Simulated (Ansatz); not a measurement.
## bond stretched by 0.8 Å, between In atomic chains under bias

Wanted: I(V), the voltage drop and T(E, V).

Method: DFT PBE, plane waves, PAW; current against voltage, self-consistent under bias, in Ansatz 0.2.0.

### 1. The starting structure

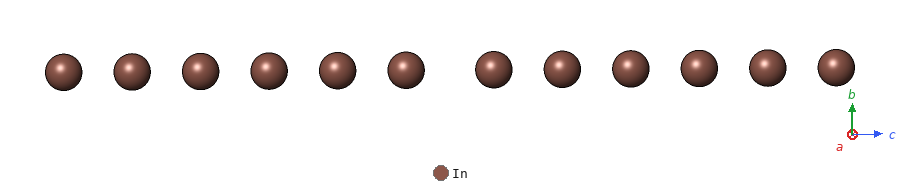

The starting structure, seen in part (indium brown). Drawn is a stretch of 32 Å of the 83 Å that the atoms span along c, seen along the normal of the bc plane.

The cell holds 30 atoms: 30 In. Cell: a = 6.000 Å, b = 6.000 Å, c = 97.450 Å, α = 90.0°, β = 90.0°, γ = 90.0°. Electrodes: In atomic chain; the apex atoms were set 3.650 Å apart. Regions: lower lead, 15 atoms (15 In); upper lead, 15 atoms (15 In). Vacuum lies along a, b and c.

### 2. The sweep under bias

Vacuum beyond both ends lets the two leads hold different Fermi levels, and the density is solved anew at each bias. Each lead has 15 atoms, since a wire screens slowly.

The input, input.yaml:

```yaml
crystal:
  lattice:
    - [6.0, 0.0, 0.0]
    - [0.0, 6.0, 0.0]
    - [0.0, 0.0, 97.45]
  atoms:
    - { symbol: In, position: [0.5, 0.5, 0.0] }
    - { symbol: In, position: [0.5, 0.5, 0.029245767] }
    - { symbol: In, position: [0.5, 0.5, 0.058491534] }
    - { symbol: In, position: [0.5, 0.5, 0.087737301] }
    - { symbol: In, position: [0.5, 0.5, 0.116983068] }
    - { symbol: In, position: [0.5, 0.5, 0.146228835] }
    - { symbol: In, position: [0.5, 0.5, 0.175474602] }
    - { symbol: In, position: [0.5, 0.5, 0.204720369] }
    - { symbol: In, position: [0.5, 0.5, 0.233966136] }
    - { symbol: In, position: [0.5, 0.5, 0.263211904] }
    - { symbol: In, position: [0.5, 0.5, 0.292457671] }
    - { symbol: In, position: [0.5, 0.5, 0.321703438] }
    - { symbol: In, position: [0.5, 0.5, 0.350949205] }
    - { symbol: In, position: [0.5, 0.5, 0.380194972] }
    - { symbol: In, position: [0.5, 0.5, 0.409440739] }
    - { symbol: In, position: [0.5, 0.5, 0.446895844] }
    - { symbol: In, position: [0.5, 0.5, 0.476141611] }
    - { symbol: In, position: [0.5, 0.5, 0.505387378] }
    - { symbol: In, position: [0.5, 0.5, 0.534633145] }
    - { symbol: In, position: [0.5, 0.5, 0.563878912] }
    - { symbol: In, position: [0.5, 0.5, 0.593124679] }
    - { symbol: In, position: [0.5, 0.5, 0.622370446] }
    - { symbol: In, position: [0.5, 0.5, 0.651616213] }
    - { symbol: In, position: [0.5, 0.5, 0.680861981] }
    - { symbol: In, position: [0.5, 0.5, 0.710107748] }
    - { symbol: In, position: [0.5, 0.5, 0.739353515] }
    - { symbol: In, position: [0.5, 0.5, 0.768599282] }
    - { symbol: In, position: [0.5, 0.5, 0.797845049] }
    - { symbol: In, position: [0.5, 0.5, 0.827090816] }
    - { symbol: In, position: [0.5, 0.5, 0.856336583] }
kpoints:
  mp_grid: { grid: [1, 1, 1] }
scf:
  occupations: { method: fermi_dirac, width: 0.1 }
hamiltonian:
  xc: pbe
output:
  current_voltage:
    leads: [[8, 9], [20, 21]]
    bias: [0.3, 0.6, 1.0, 1.5]
    electrode_ends: [14, 15]
    kmesh: [1, 1]
  write_potential: true
  write_density: true
  volumetric_format: npy
basis:
  ecutwfc: "340 eV"
```

Launch:

```console
> ansatz run input.yaml --threads 8 --pin off --max-ram 16384MiB --backend cpu --events-out ev --progress --plain --runs-dir out
```

Numbers of over 12 decimals in the logs are rounded to 6 here.

Output:

```text
Warning: basis.ecutwfc = 340 eV is below the records' recommended 420 eV, and the density's cutoff is lower with it unless basis.ecutrho_ratio is high enough to keep the records' density cutoff: compare with a run at a higher cutoff
Engine: ansatz 0.2.0, aarch64-unknown-linux-gnu
Pseudopotentials: kind: paw
Pseudopotential: In, paw, valence charge 13, recommended cutoff 420 eV (normal), In.paw.azcp
Functional definition: PBE
  parameter kappa = 0.804
  parameter beta = 0.066725
  exchange = pbe_x(kappa = kappa, mu = beta*pi^2/3)
  correlation = pbe_c(beta = beta)
Crystal: 30 atoms, lattice volume = 3508.200 Å³
Basis set: ecut = 340 eV, 49721 PW (Γ)
Bands: 234, of which v1, the nominal top of the filled ones, is band 195 counted from 1 (194 counted from 0)
Symmetry: 16 space group operations
Space group: P4/mmm (ITA 123), of the structure as read, at distance tolerance 1.5e-4 Å
k-points: 1
Non-local potential: In, projectors of the file, l = 0: 2, l = 1: 2, l = 2: 2, l = 3: 2
PAW form: soft (Blöchl's): semilocal exchange-correlation on the pseudo side does not see the compensation charge
PAW one-centre angular grid: In, 590 points (default); XC on 64 Gauss nodes
Initial density: superposition of atomic densities (neutral atoms: chi_scale 0, normalization atom), corrected by the library's trained network
Initial wavefunctions: pseudopotential atomic-orbital guess
Functional: x = pbe(κ = 0.804, μ = 0.219515), c = pbe(β = 0.066725)
SCF iter   1: F=—  HF=-167895.824564 eV  |F-HF|=—  |Δ(HF+E_count)|=         —  Δρ=1.89e-3  dr2=4.78e0  ethr=1.77e-3  ⟨swp⟩=5.0  Hψ=748  notcnv=0
preconditioner: auto → LDOS  [metal: Δε(μ)=0.104 eV  Ē_g=13.446 eV  σ=0.100 eV  W_gap=0.24  n_scr=402 (ndim 8)  ℏωp=12.4 eV  f_vac=0.524  D(μ)=69.61/eV (n_scr^D=402)  β→1.0]
SCF iter   2: F=—  HF=-167895.757529 eV  |F-HF|=—  |Δ(HF+E_count)|=   6.70e-2  Δρ=1.11e-3  dr2=2.71e-1  ethr=1.22e-3  ⟨swp⟩=2.0  Hψ=276  notcnv=0
SCF iter   3: F=—  HF=-167895.768204 eV  |F-HF|=—  |Δ(HF+E_count)|=   1.07e-2  Δρ=7.42e-4  dr2=1.06e-1  ethr=6.94e-5  ⟨swp⟩=2.0  Hψ=433  notcnv=0
SCF iter   4: F=—  HF=-167895.762098 eV  |F-HF|=—  |Δ(HF+E_count)|=   6.11e-3  Δρ=3.09e-4  dr2=8.04e-3  ethr=2.72e-5  ⟨swp⟩=3.0  Hψ=437  notcnv=0
SCF iter   5: F=—  HF=-167895.761695 eV  |F-HF|=—  |Δ(HF+E_count)|=   4.02e-4  Δρ=1.34e-4  dr2=3.08e-3  ethr=2.06e-6  ⟨swp⟩=2.0  Hψ=431  notcnv=0
SCF iter   6: F=—  HF=-167895.761462 eV  |F-HF|=—  |Δ(HF+E_count)|=   2.33e-4  Δρ=4.29e-5  dr2=4.40e-4  ethr=7.89e-7  ⟨swp⟩=2.0  Hψ=436  notcnv=0
SCF iter   7: F=—  HF=-167895.761487 eV  |F-HF|=—  |Δ(HF+E_count)|=   2.48e-5  Δρ=2.99e-5  dr2=1.35e-4  ethr=1.13e-7  ⟨swp⟩=2.0  Hψ=419  notcnv=0
SCF iter   8: F=—  HF=-167895.761476 eV  |F-HF|=—  |Δ(HF+E_count)|=   1.10e-5  Δρ=7.91e-6  dr2=1.23e-5  ethr=3.46e-8  ⟨swp⟩=2.0  Hψ=426  notcnv=0
SCF iter   9: F=—  HF=-167895.761355 eV  |F-HF|=—  |Δ(HF+E_count)|=   1.21e-4  Δρ=4.04e-6  dr2=2.20e-6  ethr=3.15e-9  ⟨swp⟩=2.0  Hψ=278  notcnv=0
SCF iter  10: F=—  HF=-167895.761355 eV  |F-HF|=—  |Δ(HF+E_count)|=   6.60e-8  Δρ=2.71e-6  dr2=9.67e-7  ethr=5.65e-10  ⟨swp⟩=2.0  Hψ=434  notcnv=0
SCF iter  11: F=—  HF=-167895.761355 eV  |F-HF|=—  |Δ(HF+E_count)|=   1.26e-7  Δρ=9.79e-7  dr2=1.52e-7  ethr=2.48e-10  ⟨swp⟩=3.0  Hψ=461  notcnv=0
SCF iter  12: F=-167895.761355 eV  HF=-167895.761355 eV  |F-HF|=1.41e-8  |Δ(HF+E_count)|=   2.85e-9  Δρ=4.54e-7  dr2=2.72e-8  ethr=2.56e-11  ⟨swp⟩=4.0  Hψ=517  notcnv=0
SCF 1 converged in 12 iterations: F = -167895.761355 eV  dr2 = 2.72e-8
  greatest PAW one-centre occupation: 0.983 electrons in one spin orbital (limit 2), on the In atom at site 29 (counted from 0), in its partial waves of l = 2
bias +0 V, iteration  1: dr2 1.06e0 eV, mean Fermi level 0.0580 eV
bias +0 V, iteration  2: dr2 8.80e-2 eV, mean Fermi level 0.0538 eV
bias +0 V, iteration  3: dr2 2.01e-2 eV, mean Fermi level 0.0537 eV
bias +0 V, iteration  4: dr2 2.57e-3 eV, mean Fermi level 0.0525 eV
bias +0 V, iteration  5: dr2 4.47e-4 eV, mean Fermi level 0.0528 eV
bias +0 V, iteration  6: dr2 7.99e-5 eV, mean Fermi level 0.0525 eV
bias +0 V, iteration  7: dr2 1.69e-5 eV, mean Fermi level 0.0525 eV
bias +0 V, iteration  8: dr2 5.64e-6 eV, mean Fermi level 0.0525 eV
bias +0 V, iteration  9: dr2 5.76e-7 eV, mean Fermi level 0.0525 eV
bias +0 V, iteration 10: dr2 1.26e-7 eV, mean Fermi level 0.0525 eV
bias +0 V, iteration 11: dr2 6.03e-8 eV, mean Fermi level 0.0525 eV
bias +0.3 V, iteration  1: dr2 2.18e2 eV, mean Fermi level 0.0725 eV
bias +0.3 V, iteration  2: dr2 2.38e1 eV, mean Fermi level 0.0560 eV
bias +0.3 V, iteration  3: dr2 1.12e0 eV, mean Fermi level 0.0642 eV
bias +0.3 V, iteration  4: dr2 5.48e-1 eV, mean Fermi level 0.0628 eV
bias +0.3 V, iteration  5: dr2 2.39e-2 eV, mean Fermi level 0.0622 eV
bias +0.3 V, iteration  6: dr2 5.79e-3 eV, mean Fermi level 0.0631 eV
bias +0.3 V, iteration  7: dr2 7.28e-3 eV, mean Fermi level 0.0626 eV
bias +0.3 V, iteration  8: dr2 1.72e-3 eV, mean Fermi level 0.0628 eV
bias +0.3 V, iteration  9: dr2 7.60e-4 eV, mean Fermi level 0.0629 eV
bias +0.3 V, iteration 10: dr2 7.45e-5 eV, mean Fermi level 0.0629 eV
bias +0.3 V, iteration 11: dr2 8.10e-6 eV, mean Fermi level 0.0629 eV
bias +0.3 V, iteration 12: dr2 1.02e-6 eV, mean Fermi level 0.0629 eV
bias +0.3 V, iteration 13: dr2 2.61e-6 eV, mean Fermi level 0.0629 eV
bias +0.3 V, iteration 14: dr2 1.87e-7 eV, mean Fermi level 0.0629 eV
bias +0.3 V, iteration 15: dr2 1.51e-7 eV, mean Fermi level 0.0629 eV
bias +0.3 V, iteration 16: dr2 1.67e-8 eV, mean Fermi level 0.0629 eV
bias +0.6 V, iteration  1: dr2 4.18e1 eV, mean Fermi level 0.0861 eV
bias +0.6 V, iteration  2: dr2 1.44e1 eV, mean Fermi level 0.0640 eV
bias +0.6 V, iteration  3: dr2 5.39e0 eV, mean Fermi level 0.0761 eV
bias +0.6 V, iteration  4: dr2 3.73e-1 eV, mean Fermi level 0.0696 eV
bias +0.6 V, iteration  5: dr2 4.16e-3 eV, mean Fermi level 0.0700 eV
bias +0.6 V, iteration  6: dr2 1.08e-2 eV, mean Fermi level 0.0698 eV
bias +0.6 V, iteration  7: dr2 1.45e-3 eV, mean Fermi level 0.0698 eV
bias +0.6 V, iteration  8: dr2 2.48e-4 eV, mean Fermi level 0.0697 eV
bias +0.6 V, iteration  9: dr2 9.38e-4 eV, mean Fermi level 0.0696 eV
bias +0.6 V, iteration 10: dr2 1.19e-4 eV, mean Fermi level 0.0696 eV
bias +0.6 V, iteration 11: dr2 7.97e-5 eV, mean Fermi level 0.0696 eV
bias +0.6 V, iteration 12: dr2 2.80e-6 eV, mean Fermi level 0.0696 eV
bias +0.6 V, iteration 13: dr2 5.49e-7 eV, mean Fermi level 0.0696 eV
bias +0.6 V, iteration 14: dr2 1.82e-7 eV, mean Fermi level 0.0696 eV
bias +0.6 V, iteration 15: dr2 2.14e-7 eV, mean Fermi level 0.0696 eV
bias +0.6 V, iteration 16: dr2 2.33e-8 eV, mean Fermi level 0.0696 eV
bias +1 V, iteration  1: dr2 3.94e0 eV, mean Fermi level 0.0825 eV
bias +1 V, iteration  2: dr2 1.47e0 eV, mean Fermi level 0.0687 eV
bias +1 V, iteration  3: dr2 6.72e-1 eV, mean Fermi level 0.0749 eV
bias +1 V, iteration  4: dr2 5.83e-1 eV, mean Fermi level 0.0720 eV
bias +1 V, iteration  5: dr2 3.46e-2 eV, mean Fermi level 0.0737 eV
bias +1 V, iteration  6: dr2 5.52e-2 eV, mean Fermi level 0.0721 eV
bias +1 V, iteration  7: dr2 9.29e-3 eV, mean Fermi level 0.0724 eV
bias +1 V, iteration  8: dr2 2.62e-3 eV, mean Fermi level 0.0721 eV
bias +1 V, iteration  9: dr2 9.50e-4 eV, mean Fermi level 0.0723 eV
bias +1 V, iteration 10: dr2 3.31e-4 eV, mean Fermi level 0.0723 eV
bias +1 V, iteration 11: dr2 5.24e-5 eV, mean Fermi level 0.0723 eV
bias +1 V, iteration 12: dr2 7.30e-5 eV, mean Fermi level 0.0723 eV
bias +1 V, iteration 13: dr2 1.86e-5 eV, mean Fermi level 0.0723 eV
bias +1 V, iteration 14: dr2 9.50e-6 eV, mean Fermi level 0.0723 eV
bias +1 V, iteration 15: dr2 2.08e-6 eV, mean Fermi level 0.0723 eV
bias +1 V, iteration 16: dr2 2.11e-6 eV, mean Fermi level 0.0723 eV
bias +1 V, iteration 17: dr2 1.53e-6 eV, mean Fermi level 0.0723 eV
bias +1 V, iteration 18: dr2 2.84e-7 eV, mean Fermi level 0.0723 eV
bias +1 V, iteration 19: dr2 1.95e-7 eV, mean Fermi level 0.0723 eV
bias +1 V, iteration 20: dr2 1.33e-7 eV, mean Fermi level 0.0723 eV
bias +1 V, iteration 21: dr2 3.51e-8 eV, mean Fermi level 0.0723 eV
bias +1.5 V, iteration  1: dr2 2.48e0 eV, mean Fermi level 0.0814 eV
bias +1.5 V, iteration  2: dr2 3.30e0 eV, mean Fermi level 0.0676 eV
bias +1.5 V, iteration  3: dr2 6.06e-1 eV, mean Fermi level 0.0700 eV
bias +1.5 V, iteration  4: dr2 1.85e-1 eV, mean Fermi level 0.0743 eV
bias +1.5 V, iteration  5: dr2 1.92e-1 eV, mean Fermi level 0.0719 eV
bias +1.5 V, iteration  6: dr2 4.99e-2 eV, mean Fermi level 0.0725 eV
bias +1.5 V, iteration  7: dr2 7.83e-2 eV, mean Fermi level 0.0706 eV
bias +1.5 V, iteration  8: dr2 4.78e-2 eV, mean Fermi level 0.0706 eV
bias +1.5 V, iteration  9: dr2 1.51e-2 eV, mean Fermi level 0.0703 eV
bias +1.5 V, iteration 10: dr2 1.21e-2 eV, mean Fermi level 0.0701 eV
bias +1.5 V, iteration 11: dr2 2.68e-3 eV, mean Fermi level 0.0706 eV
bias +1.5 V, iteration 12: dr2 7.82e-3 eV, mean Fermi level 0.0713 eV
bias +1.5 V, iteration 13: dr2 2.56e-3 eV, mean Fermi level 0.0706 eV
bias +1.5 V, iteration 14: dr2 3.38e-4 eV, mean Fermi level 0.0708 eV
bias +1.5 V, iteration 15: dr2 1.29e-3 eV, mean Fermi level 0.0707 eV
bias +1.5 V, iteration 16: dr2 1.38e-4 eV, mean Fermi level 0.0708 eV
bias +1.5 V, iteration 17: dr2 1.58e-4 eV, mean Fermi level 0.0708 eV
bias +1.5 V, iteration 18: dr2 1.05e-4 eV, mean Fermi level 0.0708 eV
bias +1.5 V, iteration 19: dr2 6.70e-5 eV, mean Fermi level 0.0708 eV
bias +1.5 V, iteration 20: dr2 3.33e-5 eV, mean Fermi level 0.0709 eV
bias +1.5 V, iteration 21: dr2 9.66e-6 eV, mean Fermi level 0.0709 eV
bias +1.5 V, iteration 22: dr2 1.05e-5 eV, mean Fermi level 0.0709 eV
bias +1.5 V, iteration 23: dr2 3.71e-7 eV, mean Fermi level 0.0709 eV
bias +1.5 V, iteration 24: dr2 4.54e-7 eV, mean Fermi level 0.0709 eV
bias +1.5 V, iteration 25: dr2 4.92e-7 eV, mean Fermi level 0.0709 eV
bias +1.5 V, iteration 26: dr2 3.45e-7 eV, mean Fermi level 0.0709 eV
bias +1.5 V, iteration 27: dr2 1.12e-7 eV, mean Fermi level 0.0709 eV
bias +1.5 V, iteration 28: dr2 3.95e-8 eV, mean Fermi level 0.0709 eV
transmission: 8 of 51 steps passed
transmission: 24 of 51 steps passed
[...]
transmission: 52 of 52 steps passed
WARN: The output density's exchange-correlation potential varies sharply where the density is thin. Do not read a vacuum level from v_tot or v_xc, or from such a field of the output density. On a cell that repeats whose density bears no net charge and no dipole along the vacuum's axis use v_es (v_loc + v_h of the components); under efield.dipole_correction with no amplitude use v_es + v_field, which holds any externa [...]
SCF converged after 12 iterations
Free energy (F): -167895.761355 eV
Harris-Foulkes:  -167895.761355 eV  (|F-HF|=1.41e-8)
Internal energy: -167893.579781 eV  (E = F + TS)
E sigma→0 (E₀):  -167894.670568 eV
Entropy (-TS):   -2.181574 eV (-72.719 meV/atom)
Fermi energy:    0.071252 eV
--- Per-component energies (eV) ---
  E_band       = -4823.399164
  E_kinetic    = 7213.789433
  E_local      = -140358.926853  (includes V_loc(G=0)·N_el)
  E_nonlocal   = 10963.445790
  E_hartree    = 64611.756925
  E_xc         = -6446.449458
  E_vxc        = -2947.151119  (∫ρ·V_xc dr)
  E_paw        = -124530.337480  (= ΣΔE_a)
  E_vpaw       = -8918.067658  (= ΣTr[D̂ρ^β])
  E_aug_tail   = 0.002268  (compensation charges beyond the density's cutoff)
  E_ewald      = 20653.139593
  E_smearing   = -2.181574  (= −TS)
  E_closure    = -0.000000  (closes the sum)
  Σ components = -167895.761355   (vs F -167895.761355, Δ=0.00e0)
--- Band table (eV) ---
  k-point 0: bands = [... 191 lower, -0.0408, -0.0408, 0.0295, 0.0295, 0.0603, 0.0603, 0.1545, 0.1545, ... 35 higher]
--- Current–voltage curve ---
  leads      : [8, 9] from 97.45 to 137.35 and [20, 21] from 141.00 to 180.90 Å, reservoirs outside 122.84 and 155.51
  electrodes : end at 137.35 and 141.00 Å
  density    : 392 bands, filled at a thermal energy of 2.585e-2 eV; current at 300 K
  bias (V)   current (A)   every other point   every other energy   edges, levels   drop (V)   electrons moved   misfit (meV)   iterations
        +0      0.0000e0                   -             0.0000e0        0.0000e0     +0.000            0.00e0           16.9   11
      +0.3     4.3098e-5                   -            4.3099e-5      3.0040e-12     +0.156           1.11e-2           19.8   16
      +0.6     5.9364e-5                   -            5.9362e-5      9.6694e-13     +0.502           3.22e-2           32.8   16
        +1     8.7949e-5                   -            8.7949e-5      7.2496e-13     +0.901           5.63e-2           30.3   21
      +1.5     1.2511e-4                   -            1.2511e-4      7.6393e-11     +1.407           8.42e-2           45.2   28
  At 0 V the conductance is 1.7709e-4 S, 4.9190e14 S/m².
```

Wall time 9.8 min (8 threads of Arm Neoverse V2, shared host); peak memory 5 GiB.

The column dr2 measures how far the density is from self-consistency, as an energy; F and HF (Harris–Foulkes) agree once it is small.

Numbers from this step:

```
conductance at zero bias    : 2.286 G₀
current at the highest bias : 125.1 μA
largest misfit of the leads : 45.20 meV
```

Cell area 36.000 Å^2. Table of current through one cell by bias:

```csv
bias (V),current through one cell (μA)
0.000,0
0.300,43.1
0.600,59.4
1.000,87.9
1.500,125
```

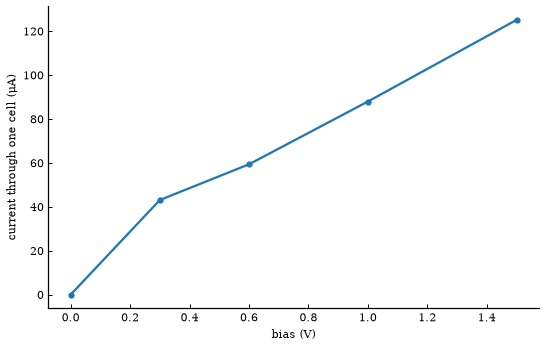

Current through one cell against bias.

Bias 0 V. The transmission and channels at 0 V by energy, zero at the mean Fermi level:

```csv
energy (eV),transmission,"channels, lower lead","channels, upper lead"
-0.259,0.799,1,1
-0.233,0.799,1,1
-0.207,0.800,1,1
-0.181,0.820,3,3
-0.155,0.958,3,3
-0.129,1.28,3,3
-0.103,1.75,3,3
-0.078,2.13,3,3
-0.052,2.32,3,3
-0.026,2.38,3,3
0.000,2.37,3,3
0.026,2.31,3,3
0.052,2.23,3,3
0.078,2.15,3,3
0.103,2.07,3,3
0.129,2.00,3,3
0.155,1.93,3,3
0.181,1.88,3,3
0.207,1.84,3,3
0.233,1.80,3,3
0.259,1.78,3,3
```

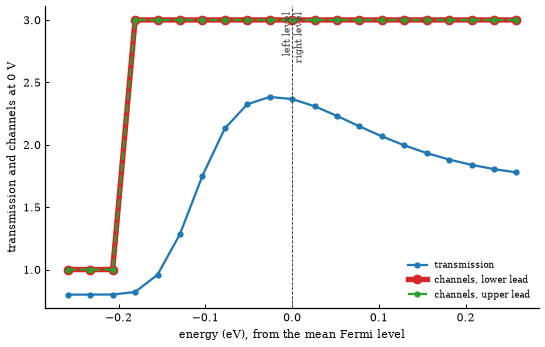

Transmission and channels at 0 V against energy.

Bias 0.6 V. The transmission and channels at 0.6 V by energy, zero at the mean Fermi level:

```csv
energy (eV),transmission,"channels, lower lead","channels, upper lead"
-0.491,0.803,1,1
-0.388,0.804,1,3
-0.310,0.805,1,3
-0.207,0.806,1,3
-0.103,0.807,1,3
0.000,0.808,1,3
0.103,1.67,3,3
0.207,2.07,3,3
0.259,2.13,3,3
0.310,2.10,3,3
0.388,2.00,3,3
0.491,1.88,3,3
```

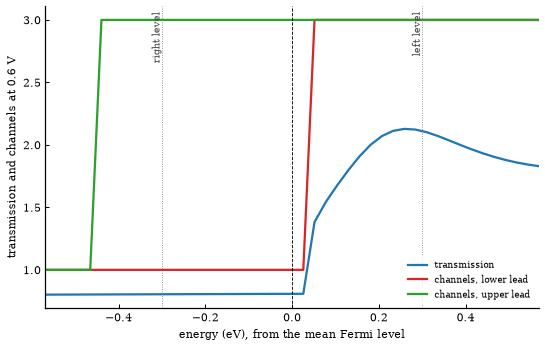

Transmission and channels at 0.6 V against energy.

Bias 1.5 V. The transmission and channels at 1.5 V by energy, zero at the mean Fermi level:

```csv
energy (eV),transmission,"channels, lower lead","channels, upper lead"
-1.008,0,0,1
-0.905,0.784,1,1
-0.801,0.802,1,3
-0.698,0.803,1,3
-0.595,0.803,1,3
-0.491,0.802,1,3
-0.388,0.802,1,3
-0.310,0.803,1,3
-0.207,0.803,1,3
-0.103,0.804,1,3
0.000,0.805,1,3
0.103,0.807,1,3
0.207,0.808,1,3
0.310,0.810,1,3
0.388,0.811,1,3
0.491,1.85,3,3
0.595,2.21,3,3
0.698,2.34,3,3
0.801,2.26,3,3
0.905,2.13,3,3
1.008,2.05,3,3
```

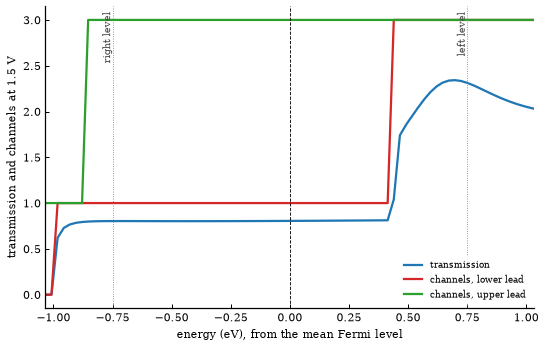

Transmission and channels at 1.5 V, plotted against energy.

The Hartree potential energy less that at 0 V, planar mean (0.3 V) oscillates, so the rows of the table below give means over windows of 10 Å about each position, cut where the curve ends. Its maxima inside the range that stand out by 2 % of the span (Å: eV): 99.2: 0.162, 121.0: 0.0953, 134.1: 0.100, 145.8: -0.0770, 153.6: -0.0773, 161.1: -0.0635. Its minima: 117.8: 0.0786, 127.5: 0.0327, 140.9: -0.139, 149.7: -0.0839, 157.5: -0.0862, 178.3: -0.140.

Table of Hartree potential energy less that at 0 V, planar mean by z; means over each step:

```csv
z (Å),0.3 V (eV),0.6 V (eV),1 V (eV),1.5 V (eV)
100,0.156,0.309,0.507,0.750
110,0.144,0.300,0.500,0.746
120,0.0848,0.248,0.442,0.685
130,0.0605,0.228,0.421,0.667
140,-0.0574,-0.111,-0.154,-0.197
150,-0.0800,-0.241,-0.444,-0.698
160,-0.0795,-0.246,-0.445,-0.693
170,-0.125,-0.267,-0.461,-0.707
180,-0.126,-0.259,-0.434,-0.657
```

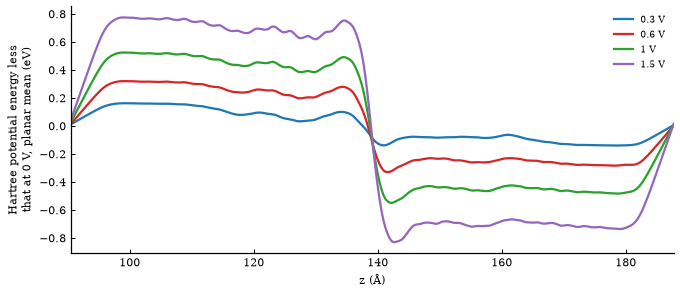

Hartree potential energy less that at 0 V, planar mean, plotted against z.

[end of part 1 of 2]

[Logs are printed without paths, hosts, clocks, repeated set-up lines and the standing remarks that a program may print on its own settings, such as how far it seeks lower states.]

[Hosts, paths, dates, database ids (printed as entryN), source tags and the programs' standing remarks are cut or masked in the printed files.]
